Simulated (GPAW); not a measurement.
# Work function of a 8-layer slab of Sr(100) at several levels

Wanted: work functions and dipole of a 8-layer slab of Sr(100), with the cost of each level.

Calculated with GPAW 26.7.0; GPAW, PAW setups; slab in vacuum, relaxation, in the first sound run; inputs show where later runs differ.

### Step 1. The starting structure

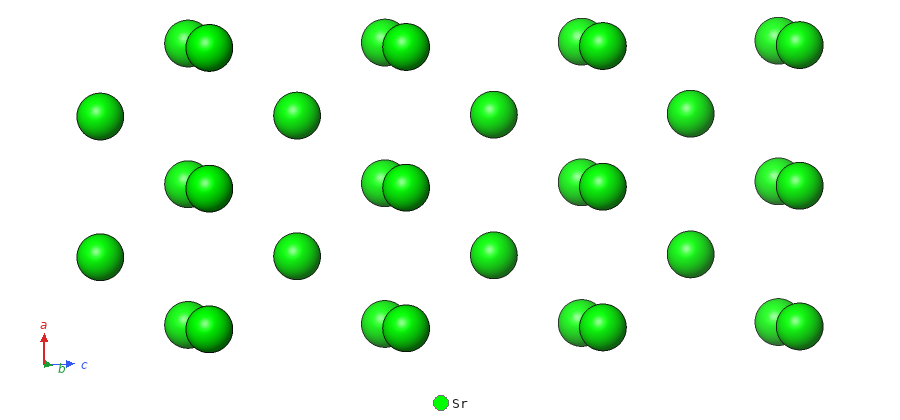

The cell as given, from the side, with the c axis across the page (strontium green). 2×1×1 cells are drawn. Some periodic images of atoms are drawn too.

The cell holds 8 atoms: 8 Sr. Cell: a = 4.299 Å, b = 4.299 Å, c = 35.280 Å, α = 90.0°, β = 90.0°, γ = 90.0°. Vacuum lies along c.

### Step 2. Relaxation

The atoms are relaxed first, since the surface dipole, and with it the work function, follows the positions of the outer layers. The lowest 4 atoms are held at bulk positions and keep their forces.

run.py

```python
import json
import numpy as np
from ase import Atoms
from ase.constraints import FixAtoms
from ase.optimize import BFGS
from gpaw import GPAW, PW

slab = Atoms(
    ['Sr', 'Sr', 'Sr', 'Sr', 'Sr', 'Sr', 'Sr', 'Sr'],
    positions=[
        [2.14960, 2.14960, 7.00000],
        [0.00000, 0.00000, 10.04000],
        [2.14960, 2.14960, 13.08000],
        [0.00000, 0.00000, 16.12000],
        [2.14960, 2.14960, 19.16000],
        [0.00000, 0.00000, 22.20000],
        [2.14960, 2.14960, 25.24000],
        [0.00000, 0.00000, 28.28000]],
    cell=[[4.29921, 0.0, 0.0], [0.0, 4.29921, 0.0], [0.0, 0.0, 35.28]],
    pbc=[True, True, False])

slab.calc = GPAW(mode=PW(400), xc='PBE', kpts={'size': (7, 7, 1), 'gamma': True},
                 occupations={'name': 'fermi-dirac', 'width': 0.1}, nbands='160%',
                 convergence={'density': 1e-05}, maxiter=200,
                 poissonsolver={'dipolelayer': 'xy'},
                 symmetry={'tolerance': 1e-3, 'extra_ids': [1, 1, 1, 1, 0, 0, 0, 0]}, txt='slab.txt')
result = {}
slab.set_constraint(FixAtoms([0, 1, 2, 3]))
path = []
opt = BFGS(slab, maxstep=0.2)
opt.attach(lambda: path.append((slab.get_potential_energy(), slab.positions.tolist(), slab.get_forces().tolist())))
result['relaxed'] = bool(opt.run(fmax=0.03, steps=40))
result['path'] = path
energy = slab.get_potential_energy()
fermi = slab.calc.get_fermi_level()
v = slab.calc.get_electrostatic_potential().mean((0, 1)) - fermi
n = slab.calc.get_pseudo_density().mean((0, 1))
L = slab.cell[2, 2]
z = np.arange(len(v)) * L / len(v)
low, high = slab.positions[:, 2].min(), slab.positions[:, 2].max()
below, above = np.interp([low - 4.8, high + 4.8], z, v)
slopes = [np.interp(x, z, np.gradient(v, z)) for x in (low - 4.8, high + 4.8)]
eps = np.array([[slab.calc.get_eigenvalues(k, s) for k in range(len(slab.calc.get_ibz_k_points()))]
                for s in range(slab.calc.get_number_of_spins())]) - fermi
top, bottom = eps[eps < 0].max(), eps[eps > 0].min()
dipole = slab.get_dipole_moment()[2]
print(f'energy {energy:.4f} eV, Fermi level {fermi:.4f} eV, dipole {dipole:.5f} e A')
print(f'potential 4.8 A off the faces, from the Fermi level: lower {below:.4f} eV, upper {above:.4f} eV')
print(f'slope of the potential there: lower {slopes[0]:.5f}, upper {slopes[1]:.5f} eV/A')
print(f'nearest levels on the mesh: {top:.4f} and {bottom:.4f} eV')
print('magnetic moment', round(slab.get_magnetic_moment(), 3))
result.update(energy=energy, fermi=fermi, dipole=dipole, below=below, above=above, slopes=slopes, edges=[top, bottom],
              z=z.tolist(), v=v.tolist(), n=n.tolist(), positions=slab.positions.tolist(),
              forces=slab.get_forces(apply_constraint=False).tolist(), moments=slab.get_magnetic_moments().tolist())
json.dump(result, open('result.json', 'w'))
```

Launch:

```console
> OMP_NUM_THREADS=1 OPENBLAS_NUM_THREADS=1 python run.py
```

Log:

```text
Step          Energy          fmax
BFGS:    0      -12.708179        0.074735
BFGS:    1      -12.708308        0.073100
BFGS:    2      -12.710563        0.025765
energy -12.5400 eV, Fermi level 1.6421 eV, dipole 0.00080 e A
potential 4.8 A off the faces, from the Fermi level: lower 2.5486 eV, upper 2.5405 eV
slope of the potential there: lower -0.00804, upper 0.00806 eV/A
nearest levels on the mesh: -0.0157 and 0.0203 eV
magnetic moment 0.0
```

Wall time 16 min (1 thread of Arm Neoverse V1, shared host); peak memory 0.43 GiB.

Relaxation path:

```tsv
step	energy less that of the first step (eV)	largest force (eV/Å)
1	0.0000	0.0747
2	-0.0001	0.0731
3	-0.0025	0.0258
```

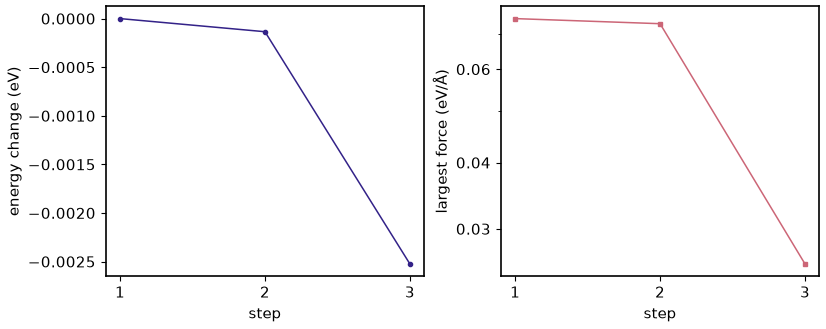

Energy and largest force along the relaxation.

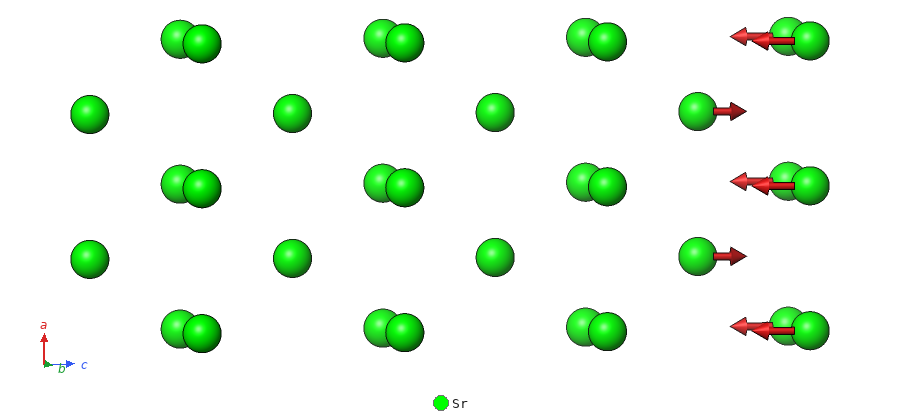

Displacements in the relaxation, exaggerated; the longest in the cell stands for 0.03 Å. 2×1×1 cells are drawn. Some periodic images of atoms are drawn too.

The atoms that moved most (Å):

```tsv
atom	dx	dy	dz	length
Sr8	0.000	0.000	-0.034	0.034
Sr7	0.000	0.000	0.026	0.026
```

The relaxed structure:

```
Sr
1.0
     4.29921    0.00000    0.00000
     0.00000    4.29921    0.00000
     0.00000    0.00000   35.28000
Sr
8
Direct
  0.50000 0.50000 0.19841
  0.00000 0.00000 0.28458
  0.50000 0.50000 0.37075
  0.00000 0.00000 0.45692
  0.50000 0.50000 0.54304
  0.00000 0.00000 0.62928
  0.50000 0.50000 0.71617
  0.00000 0.00000 0.80063
```

This step gave:

```
dipole along the normal                    : 8.00e-4 e·Å
levels nearest the Fermi level on the mesh : -0.01575, 0.02028 eV from the Fermi level
upper work function                        : 2.541 eV
lower work function                        : 2.549 eV
```

The electrostatic potential energy of an electron (without an applied field's), less the Fermi level, planar mean oscillates, so the rows of the table below give means over windows of 3.04 Å about each position, cut where the curve ends. Its maxima inside the range that stand out by 2 % of the span (Å: eV): 8.5: 0.817, 11.6: 0.750, 14.6: 0.747, 17.6: 0.750, 20.7: 0.755, 23.7: 0.805, 26.8: 0.677. Its minima: 7.0: -10.7, 10.1: -10.4, 13.1: -10.4, 16.1: -10.4, 19.1: -10.4, 22.2: -10.4, 25.3: -10.4, 28.2: -10.8.

Table of electrostatic potential energy of an electron (without an applied field's), less the Fermi level, planar mean by z; means over each step:

```tsv
z (Å)	electrostatic potential energy of an electron (without an applied field's), less the Fermi level, planar mean (eV)
1.52	2.55
4.56	1.78
7.60	-3.58
10.64	-3.40
13.68	-3.42
16.72	-3.42
19.76	-3.42
22.80	-3.40
25.84	-3.44
28.88	-3.31
31.92	2.45
34.96	2.54
```

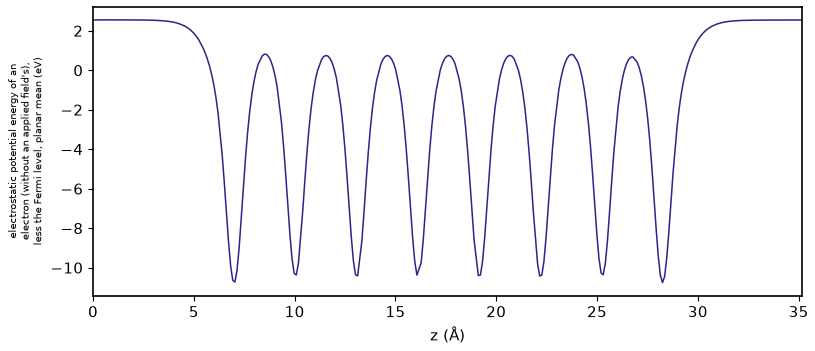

Electrostatic potential energy of an electron (without an applied field's), less the Fermi level, planar mean, plotted against z.

The pseudo valence density, planar mean oscillates, so the rows of the table below give means over windows of 3.15 Å about each position, cut where the curve ends. Its maxima inside the range that stand out by 2 % of the span (Å: e/Å³): 6.9: 0.416, 10.1: 0.420, 13.0: 0.418, 16.2: 0.419, 19.1: 0.419, 22.3: 0.418, 25.2: 0.417, 28.4: 0.409. Its minima: 8.6: 0.0469, 11.6: 0.0446, 14.7: 0.0455, 17.6: 0.0449, 20.6: 0.0455, 23.7: 0.0438, 26.7: 0.0489.

Table of pseudo valence density, planar mean by z; means over each step:

```tsv
z (Å)	pseudo valence density, planar mean (e/Å³)
1.57	8.3e-5
4.72	0.0195
7.87	0.178
11.02	0.179
14.17	0.181
17.32	0.183
20.47	0.184
23.62	0.182
26.77	0.194
29.92	0.0718
33.07	2.4e-4
```

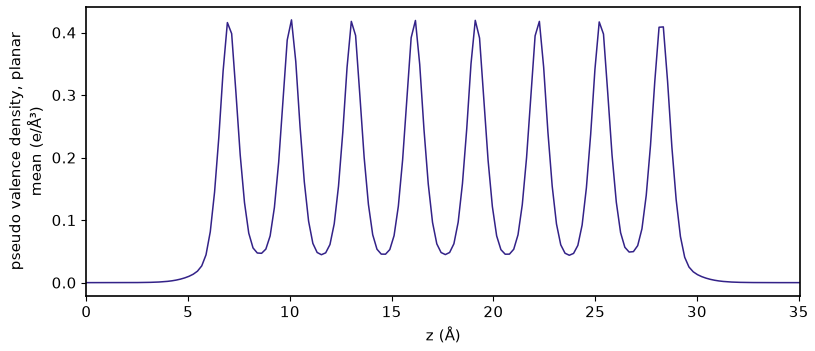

Pseudo valence density, planar mean, plotted against z.

The relaxation lowered the energy of the cell by 0.00252 eV (energies extrapolated to zero smearing; the optimiser's log prints free energies). The largest force left on a free atom is 0.026 eV/Å.

### Step 3. Plane waves, PBE

The work function is the vacuum plateau of the electrostatic potential less the Fermi level; a dipole layer lets the two faces have plateaus of their own.

This step: GPAW, PAW setups; slab in vacuum (GPAW 26.7.0).

Edit run.py of step 2 so:

```diff
@@ -3,4 +3,2 @@
 from ase import Atoms
-from ase.constraints import FixAtoms
-from ase.optimize import BFGS
 from gpaw import GPAW, PW
@@ -14,6 +12,6 @@
         [0.00000, 0.00000, 16.12000],
-        [2.14960, 2.14960, 19.16000],
-        [0.00000, 0.00000, 22.20000],
-        [2.14960, 2.14960, 25.24000],
-        [0.00000, 0.00000, 28.28000]],
+        [2.14960, 2.14960, 19.15838],
+        [-0.00000, -0.00000, 22.20113],
+        [2.14960, 2.14960, 25.26631],
+        [0.00000, 0.00000, 28.24630]],
     cell=[[4.29921, 0.0, 0.0], [0.0, 4.29921, 0.0], [0.0, 0.0, 35.28]],
@@ -25,10 +23,4 @@
                  poissonsolver={'dipolelayer': 'xy'},
-                 symmetry={'tolerance': 1e-3, 'extra_ids': [1, 1, 1, 1, 0, 0, 0, 0]}, txt='slab.txt')
+                 symmetry={'tolerance': 1e-3}, txt='slab.txt')
 result = {}
-slab.set_constraint(FixAtoms([0, 1, 2, 3]))
-path = []
-opt = BFGS(slab, maxstep=0.2)
-opt.attach(lambda: path.append((slab.get_potential_energy(), slab.positions.tolist(), slab.get_forces().tolist())))
-result['relaxed'] = bool(opt.run(fmax=0.03, steps=40))
-result['path'] = path
 energy = slab.get_potential_energy()
```

Log:

```text
energy -12.5400 eV, Fermi level 1.6420 eV, dipole 0.00084 e A
potential 4.8 A off the faces, from the Fermi level: lower 2.5487 eV, upper 2.5407 eV
slope of the potential there: lower -0.00804, upper 0.00807 eV/A
nearest levels on the mesh: -0.0157 and 0.0203 eV
magnetic moment 0.0
```

Elapsed: 7.1 min, on 1 thread; peak memory 0.41 GiB.

This step gave:

```yaml
dipole_along_the_normal: 8.38e-4 e·Å
levels_nearest_the_fermi_level_on_the_mesh: -0.01574, 0.02026 eV from the Fermi level
```

The electrostatic potential energy of an electron (without an applied field's), less the Fermi level, planar mean oscillates, so the rows of the table below give means over windows of 3.04 Å about each position, cut where the curve ends. Its maxima inside the range that stand out by 2 % of the span (Å: eV): 8.5: 0.817, 11.6: 0.750, 14.6: 0.747, 17.6: 0.750, 20.7: 0.755, 23.7: 0.805, 26.8: 0.677. Its minima: 7.0: -10.7, 10.1: -10.4, 13.1: -10.4, 16.1: -10.4, 19.1: -10.4, 22.2: -10.4, 25.3: -10.4, 28.2: -10.8.

Table of electrostatic potential energy of an electron (without an applied field's), less the Fermi level, planar mean by z; means over each step:

(Unchanged from step 2.)

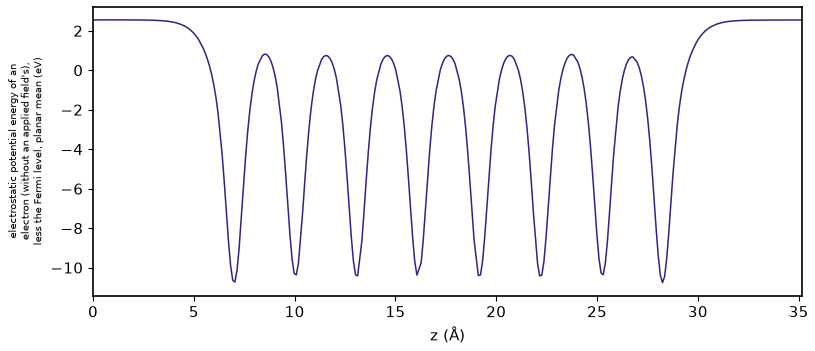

Electrostatic potential energy of an electron (without an applied field's), less the Fermi level, planar mean, plotted against z.

The pseudo valence density, planar mean oscillates, so the rows of the table below give means over windows of 3.15 Å about each position, cut where the curve ends. Its maxima inside the range that stand out by 2 % of the span (Å: e/Å³): 6.9: 0.416, 10.1: 0.420, 13.0: 0.418, 16.2: 0.419, 19.1: 0.419, 22.3: 0.418, 25.2: 0.417, 28.4: 0.409. Its minima: 8.6: 0.0469, 11.6: 0.0446, 14.7: 0.0455, 17.6: 0.0449, 20.6: 0.0455, 23.7: 0.0438, 26.7: 0.0489.

Table of pseudo valence density, planar mean by z; means over each step:

```tsv
z (Å)	pseudo valence density, planar mean (e/Å³)
1.57	8.3e-5
4.72	0.0195
7.87	0.178
11.02	0.179
14.17	0.181
17.32	0.183
20.47	0.184
23.62	0.182
26.77	0.194
29.92	0.0718
33.07	2.4e-4
```

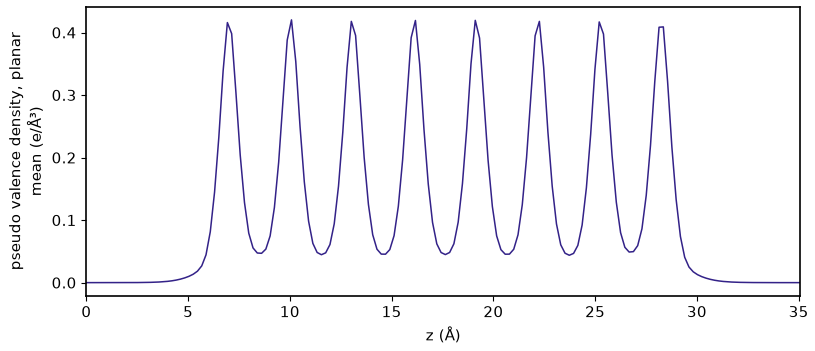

Pseudo valence density, planar mean, plotted against z.

Force by atom:

```tsv
atom	x (eV/Å)	y (eV/Å)	z (eV/Å)	size
Sr1	0.0000	0.0000	0.0745	0.0745
Sr2	0.0000	0.0000	-0.0596	0.0596
Sr3	0.0000	0.0000	-0.0021	0.0021
Sr4	0.0000	0.0000	0.0022	0.0022
Sr5	0.0000	0.0000	-0.0015	0.0015
Sr6	0.0000	0.0000	0.0206	0.0206
Sr7	0.0000	0.0000	-0.0093	0.0093
Sr8	0.0000	0.0000	-0.0254	0.0254
```

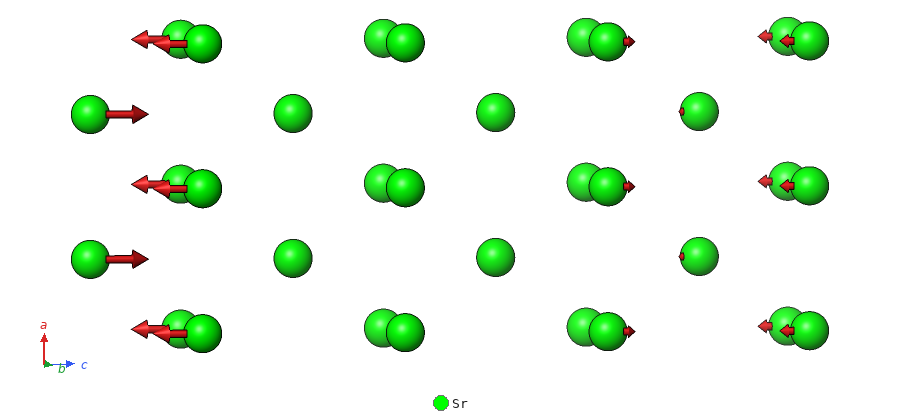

Force as arrows, the longest 0.0745 eV/Å. 2×1×1 cells are drawn. Some periodic images of atoms are drawn too.

The potential is flat to 0.008 eV/Å where it is read, so the vacuum is wide enough.

### Step 4. Self-consistent run: xc = "LDA"

The same geometry under LDA, to see how far the functional moves the levels against the vacuum.

Edit run.py of step 3 so:

```diff
@@ -19,3 +19,3 @@
 
-slab.calc = GPAW(mode=PW(400), xc='PBE', kpts={'size': (7, 7, 1), 'gamma': True},
+slab.calc = GPAW(mode=PW(400), xc='LDA', kpts={'size': (7, 7, 1), 'gamma': True},
                  occupations={'name': 'fermi-dirac', 'width': 0.1}, nbands='160%',
```

Log:

```text
energy -14.2954 eV, Fermi level 1.4669 eV, dipole 0.00067 e A
potential 4.8 A off the faces, from the Fermi level: lower 2.6787 eV, upper 2.6723 eV
slope of the potential there: lower -0.00719, upper 0.00722 eV/A
nearest levels on the mesh: -0.0124 and 0.0225 eV
magnetic moment 0.0
```

Run time: 7.1 min. Hardware: 1 thread; peak memory 0.42 GiB.

This step gave:

```
dipole along the normal                    : 6.67e-4 e·Å
levels nearest the Fermi level on the mesh : -0.01237, 0.02252 eV from the Fermi level
upper work function                        : 2.672 eV
lower work function                        : 2.679 eV
```

The electrostatic potential energy of an electron (without an applied field's), less the Fermi level, planar mean oscillates, so the rows of the table below give means over windows of 3.04 Å about each position, cut where the curve ends. Its maxima inside the range that stand out by 2 % of the span (Å: eV): 8.5: 1.02, 11.6: 0.961, 14.6: 0.958, 17.6: 0.960, 20.7: 0.965, 23.7: 1.01, 26.8: 0.886. Its minima: 7.0: -10.6, 10.1: -10.2, 13.1: -10.2, 16.1: -10.2, 19.1: -10.2, 22.2: -10.2, 25.3: -10.2, 28.2: -10.6.

The electrostatic potential energy of an electron (without an applied field's), less the Fermi level, planar mean by z; means over each step:

```tsv
z (Å)	electrostatic potential energy of an electron (without an applied field's), less the Fermi level, planar mean (eV)
1.52	2.68
4.56	1.92
7.60	-3.39
10.64	-3.20
13.68	-3.22
16.72	-3.22
19.76	-3.22
22.80	-3.20
25.84	-3.24
28.88	-3.14
31.92	2.58
34.96	2.68
```

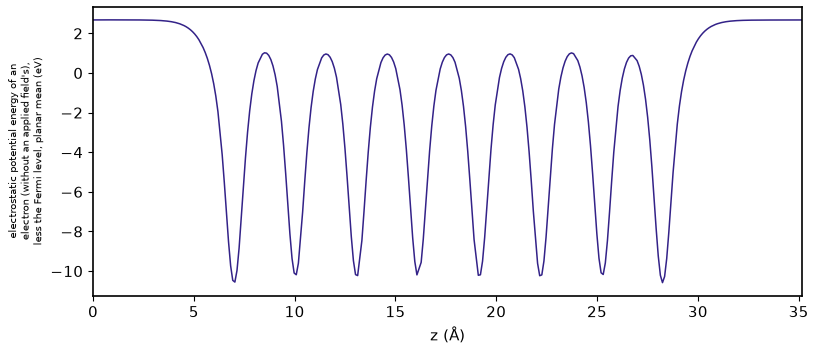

Electrostatic potential energy of an electron (without an applied field's), less the Fermi level, planar mean, plotted against z.

The pseudo valence density, planar mean oscillates, so the rows of the table below give means over windows of 3.15 Å about each position, cut where the curve ends. Its maxima inside the range that stand out by 2 % of the span (Å: e/Å³): 6.9: 0.416, 10.1: 0.420, 13.0: 0.418, 16.2: 0.419, 19.1: 0.420, 22.3: 0.418, 25.2: 0.417, 28.4: 0.409. Its minima: 8.6: 0.0470, 11.6: 0.0448, 14.7: 0.0457, 17.6: 0.0451, 20.6: 0.0456, 23.7: 0.0439, 26.7: 0.0491.

Table of pseudo valence density, planar mean by z; means over each step:

```tsv
z (Å)	pseudo valence density, planar mean (e/Å³)
1.57	7.9e-5
4.72	0.0195
7.87	0.178
11.02	0.179
14.17	0.181
17.32	0.183
20.47	0.184
23.62	0.182
26.77	0.194
29.92	0.0717
33.07	2.4e-4
```

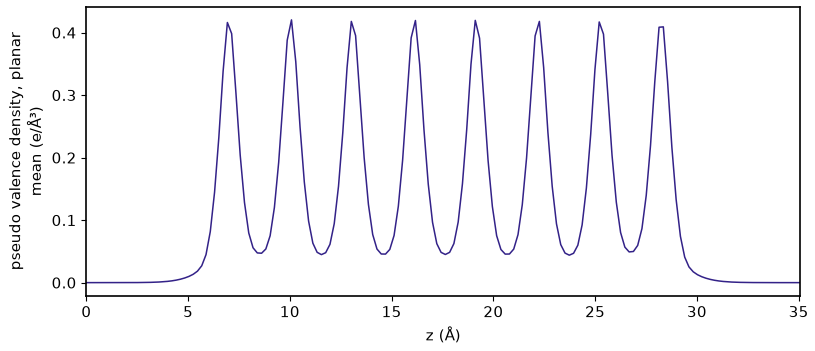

Pseudo valence density, planar mean, plotted against z.

Force by atom:

```tsv
atom	x (eV/Å)	y (eV/Å)	z (eV/Å)	size
Sr1	0.000	0.000	0.224	0.224
Sr2	0.000	0.000	-0.061	0.061
Sr3	0.000	0.000	-0.002	0.002
Sr4	0.000	0.000	0.003	0.003
Sr5	0.000	0.000	-0.002	0.002
Sr6	0.000	0.000	0.017	0.017
Sr7	0.000	0.000	0.003	0.003
Sr8	0.000	0.000	-0.183	0.183
```

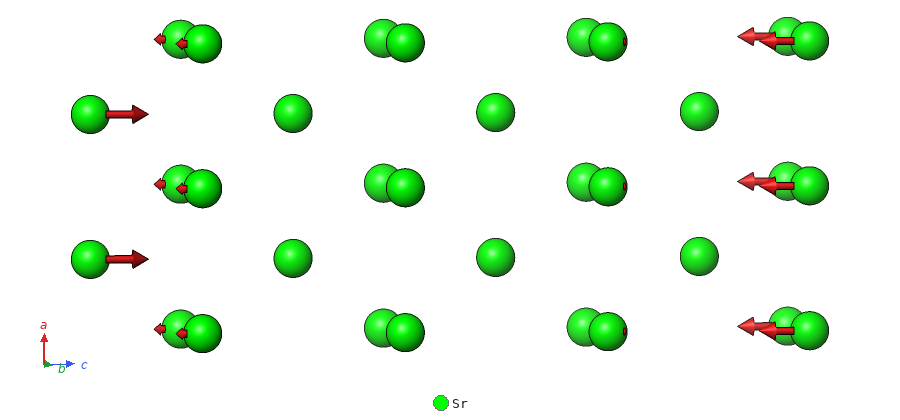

Force as arrows, the longest 0.224 eV/Å. 2×1×1 cells are drawn. Some periodic images of atoms are drawn too.

The upper face's work function is 2.672 eV, against 2.541 eV in the first plane-wave PBE run at this geometry.

[end of part 1 of 2]

[Logs are printed without paths, hosts, clocks, repeated set-up lines and the standing remarks that a program may print on its own settings, such as how far it seeks lower states.]

[Hosts, paths, dates, database ids (printed as entryN), source tags and the programs' standing remarks are cut or masked in the printed files.]
